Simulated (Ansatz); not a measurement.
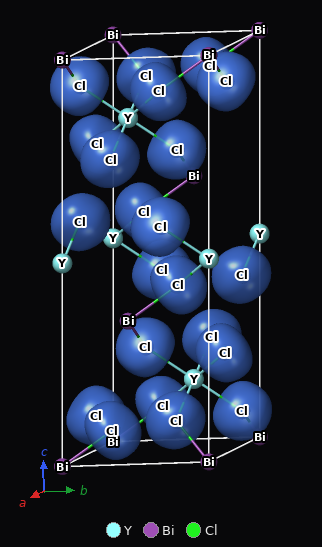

Figure 1: YBiCl$_{6}$. Isosurface of the ELF at 0.65 (blue), seen slightly off an axis. Only the valence region is drawn (cores and ρ < 0.01 e/Å³ removed). Sticks mark near contacts.

Space group R-3; a structure from a database of computed crystals, not necessarily the ambient phase; started from the TiCuF6-2 prototype, which need not be the ambient phase.

These are results of DFT, PBEsol, plane waves, PAW in Ansatz 0.2.0, not measurements.

Core electrons are frozen (PAW), and the valence fields are smoothed inside the atomic spheres.

What do the ELF domains correspond to?

At this value the surface marks out 18 regions wrapped around Cl (the valence shell of each), counted in one cell of 24 atoms. Any copies at cell faces, edges or corners count once. Profiles from the grid: Y–Cl (2.63 Å): the ELF peaks at about 0.85 in the valence shell of Cl, 0.8 Å from its nucleus, and is about 0.25 at the midpoint; a largely ionic contact. Bi–Cl (2.71 Å): the ELF peaks at about 0.85 in the valence shell of Cl, 0.7 Å from its nucleus, and drops to about 0.25 between the two atoms.
